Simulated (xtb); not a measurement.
# Run report: CoH10O6 (charge +1), geometry relaxation (part 2 of 4)

CoH10O6, charge +1, SMILES [OH][Co+]([OH])(<-[OH2])(<-[OH2])(<-[OH2])<-[OH2]; GFN1-xTB (xtb 6.7.1). The geometry comes from this level: GFN2-xTB.

Geometry of the input (Å):
```
Co 0.0600  0.0039  0.0036
O  -0.1743  0.1868  1.8190
H  0.4576  -0.2312  2.4036
O  0.2111  -0.2331  -1.8140
H  -0.0135  0.4806  -2.4113
O  2.0033  -0.0826  -0.0280
H  2.5146  0.7069  0.1967
H  2.1728  -0.2862  -0.9678
O  -1.9242  0.1423  -0.0170
H  -2.2175  0.0807  0.9081
H  -2.4733  -0.4347  -0.5638
O  0.1525  1.9552  0.0986
H  0.0346  2.0374  1.0706
H  -0.5468  2.4757  -0.3211
O  0.0833  -1.9647  0.0041
H  0.1200  -2.2761  -0.9145
H  -0.4599  -2.5608  0.5333
```

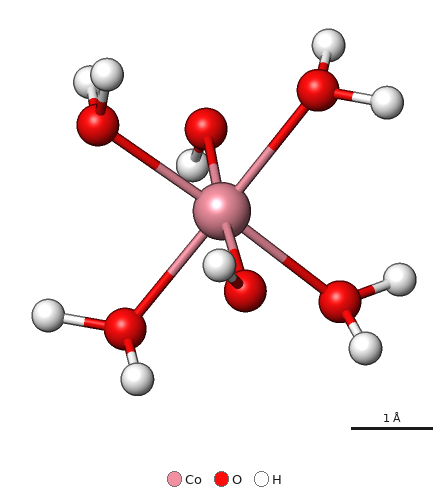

The starting structure (ball-and-stick view, seen on its broad side). Sticks mark near contacts.

## The program's output, continued
```
 iter      E             dE          RMSdq      gap      omega  full diag
   1    -36.8243847 -0.368244E+02  0.872E-03    1.36       0.0  T
   2    -36.8243864 -0.163042E-05  0.368E-03    1.37       6.6  T
   3    -36.8243867 -0.294665E-06  0.129E-03    1.37      18.8  T
   4    -36.8243867 -0.190364E-08  0.487E-04    1.37      49.8  T
   5    -36.8243867 -0.116491E-08  0.117E-04    1.37     208.0  T
   6    -36.8243867 -0.137803E-09  0.472E-05    1.37     514.4  T
     SCC iter.                  ...        0 min,  0.007 sec
     gradient                   ...        0 min,  0.023 sec
 * total energy  :   -36.6479136 Eh     change       -0.2488443E-04 Eh
   gradient norm :     0.0023317 Eh/α   predicted    -0.1308620E-04 ( -47.41%)
   displ. norm   :     0.0838926 α      lambda       -0.3167615E-04
   maximum displ.:     0.0447852 α      in ANC's #1, #12, #7, ...

........................................................................
.............................. CYCLE    8 ..............................
........................................................................

 iter      E             dE          RMSdq      gap      omega  full diag
   1    -36.8241344 -0.368241E+02  0.778E-03    1.37       0.0  T
   2    -36.8241353 -0.929684E-06  0.348E-03    1.37       7.0  T
   3    -36.8241355 -0.208340E-06  0.145E-03    1.37      16.7  T
   4    -36.8241355 -0.401433E-08  0.428E-04    1.37      56.7  T
   5    -36.8241355 -0.574992E-09  0.134E-04    1.37     180.8  T
   6    -36.8241355 -0.185501E-09  0.420E-05    1.37     577.4  T
     SCC iter.                  ...        0 min,  0.006 sec
     gradient                   ...        0 min,  0.022 sec
 * total energy  :   -36.6479386 Eh     change       -0.2504208E-04 Eh
   gradient norm :     0.0023354 Eh/α   predicted    -0.1594735E-04 ( -36.32%)
   displ. norm   :     0.1415765 α      lambda       -0.4614443E-04
   maximum displ.:     0.0792717 α      in ANC's #1, #7, #12, ...

........................................................................
.............................. CYCLE    9 ..............................
........................................................................

 iter      E             dE          RMSdq      gap      omega  full diag
   1    -36.8234941 -0.368235E+02  0.116E-02    1.37       0.0  T
   2    -36.8234959 -0.186311E-05  0.485E-03    1.37       5.0  T
   3    -36.8234963 -0.400611E-06  0.230E-03    1.37      10.6  T
   4    -36.8234963 -0.134694E-07  0.654E-04    1.37      37.1  T
   5    -36.8234963 -0.100096E-08  0.188E-04    1.37     128.7  T
   6    -36.8234963 -0.418190E-09  0.633E-05    1.37     383.1  T
     SCC iter.                  ...        0 min,  0.006 sec
     gradient                   ...        0 min,  0.022 sec
 * total energy  :   -36.6479640 Eh     change       -0.2543063E-04 Eh
   gradient norm :     0.0040563 Eh/α   predicted    -0.2353299E-04 (  -7.46%)
   displ. norm   :     0.0347892 α      lambda       -0.2423753E-04
   maximum displ.:     0.0207624 α      in ANC's #1, #9, #7, ...

........................................................................
.............................. CYCLE   10 ..............................
........................................................................

 iter      E             dE          RMSdq      gap      omega  full diag
   1    -36.8241555 -0.368242E+02  0.459E-03    1.38       0.0  T
   2    -36.8241556 -0.870292E-07  0.185E-03    1.38      13.1  T
   3    -36.8241556 -0.873081E-08  0.127E-03    1.38      19.1  T
   4    -36.8241556 -0.854741E-08  0.252E-04    1.38      96.4  T
   5    -36.8241556 -0.950990E-10  0.623E-05    1.38     389.2  T
   6    -36.8241556 -0.470877E-10  0.191E-05    1.38    1271.4  T
     SCC iter.                  ...        0 min,  0.006 sec
     gradient                   ...        0 min,  0.022 sec
 * total energy  :   -36.6479813 Eh     change       -0.1722582E-04 Eh
   gradient norm :     0.0018455 Eh/α   predicted    -0.1213316E-04 ( -29.56%)
   displ. norm   :     0.1556730 α      lambda       -0.2684294E-04
   maximum displ.:     0.0924731 α      in ANC's #1, #7, #9, ...

........................................................................
.............................. CYCLE   11 ..............................
........................................................................

 iter      E             dE          RMSdq      gap      omega  full diag
   1    -36.8237882 -0.368238E+02  0.755E-03    1.40       0.0  T
   2    -36.8237885 -0.308987E-06  0.354E-03    1.40       6.8  T
   3    -36.8237885 -0.759428E-08  0.131E-03    1.40      18.5  T
   4    -36.8237885 -0.651997E-08  0.463E-04    1.40      52.4  T
   5    -36.8237885 -0.143361E-08  0.701E-05    1.40     345.8  T
   6    -36.8237885 -0.267875E-10  0.301E-05    1.40     804.5  T
     SCC iter.                  ...        0 min,  0.006 sec
     gradient                   ...        0 min,  0.022 sec
 * total energy  :   -36.6480026 Eh     change       -0.2130895E-04 Eh
   gradient norm :     0.0024642 Eh/α   predicted    -0.1356588E-04 ( -36.34%)
   displ. norm   :     0.0297657 α      lambda       -0.1509286E-04
   maximum displ.:     0.0154555 α      in ANC's #1, #8, #11, ...

........................................................................
.............................. CYCLE   12 ..............................
........................................................................

 iter      E             dE          RMSdq      gap      omega  full diag
   1    -36.8247186 -0.368247E+02  0.586E-03    1.41       0.0  T
   2    -36.8247190 -0.386203E-06  0.238E-03    1.41      10.2  T
   3    -36.8247191 -0.902143E-07  0.128E-03    1.41      18.9  T
   4    -36.8247191 -0.390779E-08  0.297E-04    1.41      81.5  T
   5    -36.8247191 -0.313896E-09  0.585E-05    1.41     414.9  T
   6    -36.8247191 -0.752181E-10  0.124E-05    1.41    1957.9  T
     SCC iter.                  ...        0 min,  0.006 sec
     gradient                   ...        0 min,  0.022 sec
 * total energy  :   -36.6480114 Eh     change       -0.8839746E-05 Eh
   gradient norm :     0.0007982 Eh/α   predicted    -0.7552758E-05 ( -14.56%)
   displ. norm   :     0.0896722 α      lambda       -0.8605966E-05
   maximum displ.:     0.0472961 α      in ANC's #1, #11, #8, ...

........................................................................
.............................. CYCLE   13 ..............................
........................................................................

 iter      E             dE          RMSdq      gap      omega  full diag
   1    -36.8245199 -0.368245E+02  0.469E-03    1.42       0.0  T
   2    -36.8245201 -0.185483E-06  0.199E-03    1.42      12.2  T
   3    -36.8245201 -0.632945E-08  0.967E-04    1.42      25.1  T
   4    -36.8245201 -0.414209E-08  0.351E-04    1.42      69.1  T
   5    -36.8245201 -0.495831E-09  0.724E-05    1.42     334.9  T
   6    -36.8245201 -0.268017E-10  0.277E-05    1.42     875.7  T
     SCC iter.                  ...        0 min,  0.006 sec
     gradient                   ...        0 min,  0.021 sec
 * total energy  :   -36.6480174 Eh     change       -0.6009644E-05 Eh
   gradient norm :     0.0018193 Eh/α   predicted    -0.4316721E-05 ( -28.17%)
   displ. norm   :     0.0237419 α      lambda       -0.5136231E-05
   maximum displ.:     0.0120652 α      in ANC's #8, #11, #6, ...

........................................................................
.............................. CYCLE   14 ..............................
........................................................................

 iter      E             dE          RMSdq      gap      omega  full diag
   1    -36.8249100 -0.368249E+02  0.430E-03    1.42       0.0  T
   2    -36.8249101 -0.161740E-06  0.149E-03    1.42      16.3  T
   3    -36.8249101 -0.783827E-08  0.100E-03    1.42      24.3  T
   4    -36.8249101 -0.405335E-08  0.271E-04    1.42      89.5  T
   5    -36.8249101 -0.993836E-10  0.442E-05    1.42     548.9  T
   6    -36.8249101 -0.100826E-10  0.205E-05    1.42    1185.4  T
     SCC iter.                  ...        0 min,  0.006 sec
     gradient                   ...        0 min,  0.022 sec
 * total energy  :   -36.6480198 Eh     change       -0.2358698E-05 Eh
   gradient norm :     0.0012876 Eh/α   predicted    -0.2571066E-05 (   9.00%)
   displ. norm   :     0.0310893 α      lambda       -0.3882589E-05
   maximum displ.:     0.0151931 α      in ANC's #1, #8, #12, ...

........................................................................
.............................. CYCLE   15 ..............................
........................................................................

 iter      E             dE          RMSdq      gap      omega  full diag
   1    -36.8246522 -0.368247E+02  0.486E-03    1.42       0.0  T
   2    -36.8246525 -0.267572E-06  0.195E-03    1.42      12.4  T
   3    -36.8246526 -0.616995E-07  0.918E-04    1.42      26.4  T
   4    -36.8246526 -0.311547E-08  0.268E-04    1.42      90.5  T
   5    -36.8246526 -0.343903E-10  0.428E-05    1.42     566.3  T
   6    -36.8246526 -0.650857E-11  0.176E-05    1.42    1379.0  T
     SCC iter.                  ...        0 min,  0.006 sec
     gradient                   ...        0 min,  0.021 sec
 * total energy  :   -36.6480226 Eh     change       -0.2786947E-05 Eh
   gradient norm :     0.0008196 Eh/α   predicted    -0.1941812E-05 ( -30.32%)
   displ. norm   :     0.0150418 α      lambda       -0.1786271E-05
   maximum displ.:     0.0095865 α      in ANC's #12, #2, #20, ...

........................................................................
.............................. CYCLE   16 ..............................
........................................................................

 iter      E             dE          RMSdq      gap      omega  full diag
   1    -36.8248446 -0.368248E+02  0.250E-03    1.42       0.0  T
   2    -36.8248446 -0.521383E-07  0.107E-03    1.42      22.7  T
   3    -36.8248446 -0.150711E-08  0.505E-04    1.42      48.1  T
   4    -36.8248446 -0.116494E-08  0.205E-04    1.42     118.6  T
   5    -36.8248446 -0.174524E-09  0.252E-05    1.42     961.0  T
   6    -36.8248446 -0.272138E-11  0.881E-06    1.42    2754.0  T
     SCC iter.                  ...        0 min,  0.005 sec
     gradient                   ...        0 min,  0.021 sec
 * total energy  :   -36.6480233 Eh     change       -0.6808904E-06 Eh
   gradient norm :     0.0007890 Eh/α   predicted    -0.8928184E-06 (  31.13%)
   displ. norm   :     0.0120859 α      lambda       -0.7668625E-06
   maximum displ.:     0.0061199 α      in ANC's #1, #8, #7, ...

........................................................................
.............................. CYCLE   17 ..............................
........................................................................

 iter      E             dE          RMSdq      gap      omega  full diag
   1    -36.8247958 -0.368248E+02  0.128E-03    1.42       0.0  T
   2    -36.8247958 -0.194892E-07  0.574E-04    1.42      42.3  T
   3    -36.8247958 -0.265983E-08  0.301E-04    1.42      80.6  T
   4    -36.8247958 -0.286818E-09  0.932E-05    1.42     260.3  T
   5    -36.8247958 -0.128821E-10  0.241E-05    1.42    1006.4  T
     SCC iter.                  ...        0 min,  0.005 sec
     gradient                   ...        0 min,  0.023 sec
 * total energy  :   -36.6480239 Eh     change       -0.6660923E-06 Eh
   gradient norm :     0.0002339 Eh/α   predicted    -0.3828981E-06 ( -42.52%)
   displ. norm   :     0.0038127 α      lambda       -0.1596566E-06
   maximum displ.:     0.0017270 α      in ANC's #8, #15, #14, ...

........................................................................
.............................. CYCLE   18 ..............................
........................................................................

 iter      E             dE          RMSdq      gap      omega  full diag
   1    -36.8248633 -0.368249E+02  0.100E-03    1.42       0.0  T
   2    -36.8248634 -0.147411E-07  0.311E-04    1.42      78.0  T
   3    -36.8248634 -0.219470E-08  0.190E-04    1.42     127.6  T
   4    -36.8248634 -0.127606E-09  0.704E-05    1.42     344.5  T
     SCC iter.                  ...        0 min,  0.004 sec
     gradient                   ...        0 min,  0.021 sec
 * total energy  :   -36.6480241 Eh     change       -0.1343562E-06 Eh
   gradient norm :     0.0001496 Eh/α   predicted    -0.8167472E-07 ( -39.21%)
   displ. norm   :     0.0072266 α      lambda       -0.7894268E-07
   maximum displ.:     0.0031269 α      in ANC's #8, #12, #1, ...

........................................................................
.............................. CYCLE   19 ..............................
........................................................................

 iter      E             dE          RMSdq      gap      omega  full diag
   1    -36.8248301 -0.368248E+02  0.526E-04    1.42       0.0  T
   2    -36.8248301 -0.634228E-08  0.227E-04    1.42     106.7  T
   3    -36.8248301 -0.739000E-09  0.102E-04    1.42     236.9  T
   4    -36.8248301 -0.253308E-10  0.376E-05    1.42     644.9  T
     SCC iter.                  ...        0 min,  0.004 sec
     gradient                   ...        0 min,  0.024 sec
 * total energy  :   -36.6480241 Eh     change       -0.6976141E-07 Eh
   gradient norm :     0.0001322 Eh/α   predicted    -0.3893556E-07 ( -44.19%)
   displ. norm   :     0.0026135 α      lambda       -0.3986914E-07
   maximum displ.:     0.0010896 α      in ANC's #3, #12, #7, ...

   *** GEOMETRY OPTIMIZATION CONVERGED AFTER 19 ITERATIONS ***

------------------------------------------------------------------------
 total energy gain   :        -0.0018223 Eh       -1.1435 kcal/mol
 total RMSD          :         0.2473370 a0        0.1309 Å
 total power (kW/mol):        -0.2518062 (step)   -6.3276 (real)
------------------------------------------------------------------------

 ANCopt (total)                0 d,  0 h,  0 min,  0.756 sec
 optimizer setup                ...        0 min,  0.000 sec (  0.019%)
 model hessian                  ...        0 min,  0.011 sec (  1.474%)
 ANC generation                 ...        0 min,  0.001 sec (  0.093%)
 coordinate transformation      ...        0 min,  0.000 sec (  0.050%)
 single point calculation       ...        0 min,  0.735 sec ( 97.269%)
 optimization log               ...        0 min,  0.002 sec (  0.317%)
 hessian update                 ...        0 min,  0.000 sec (  0.051%)
 rational function              ...        0 min,  0.004 sec (  0.549%)

================
 final structure:
================
$coord
        0.11712777647241        0.01067762831539        0.03918180078359      co
       -0.25059631189916        0.16572882160543        3.48321544776026      o
        1.09906863594567       -0.51361123809024        4.50123978418034      h
        0.21519277802843       -0.33559397225070       -3.41585192313546      o
        0.19127530524949        1.13895322890683       -4.48107053716909      h
        3.75612966123091       -0.10490823738787        0.01944555442469      o
        4.55308670603946        1.53346846546477        0.09628362706969      h
        4.18331157020230       -0.81727990699212       -1.61440217291520      h
       -3.56046299621789        0.25956690565867       -0.03594173186129      o
       -4.21869220629271       -0.11401481288387        1.62815316570616      h
       -4.42325115609736       -0.74583630167458       -1.28530917366595      h
        0.27379448135620        3.65164712805407        0.16489373864030      o
        0.09787949526157        3.96053529422055        1.97074287052756      h
       -1.15526236528830        4.46450470613112       -0.62701966301979      h
        0.12569283293376       -3.66250712474352        0.03165787795926      o
       -0.11106995557857       -4.27587810148392       -1.67266096469060      h
       -0.89320535408221       -4.61541468832917        1.19748009392853      h
$eht charge=1 unpaired=0
$end

 Bond Distances (Angstroems)
```
